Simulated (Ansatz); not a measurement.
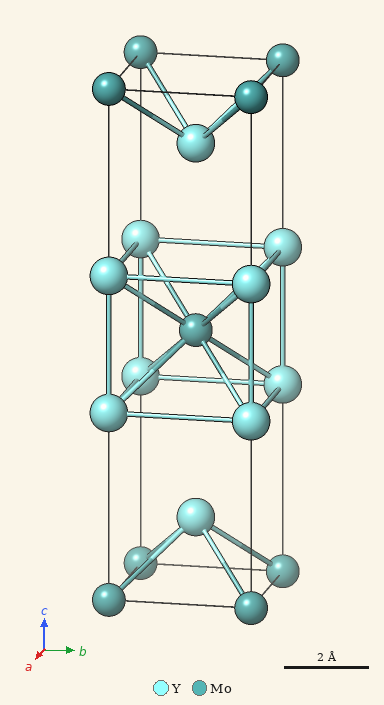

Drawn in the ball-and-stick manner and seen slightly off an axis. The parallelepiped is the conventional unit cell.

Size of the cell: a = 3.505 Å, b = 3.505 Å, c = 12.725 Å, α = 90.00°, β = 90.00°, γ = 90.00°.

Sticks mark Mo–Y up to 3.37 Å, Y–Y up to 3.50 Å (cut-off distances).

Q: Formula?

A: Y2Mo. The cell holds 4 Y, 2 Mo, counting shared atoms by their share.

Q: Lattice type?

A: Body-centred tetragonal.

Q: Give the space group.

A: I4/mmm (No. 139), with Y on 4e and Mo on 2a.

Its origin is a textbook structure type filled with these elements (whether it is the usual form wasn't checked). What is shown is the relaxed result from Ansatz, DFT PBE, scalar-relativistic, plane waves, PAW.
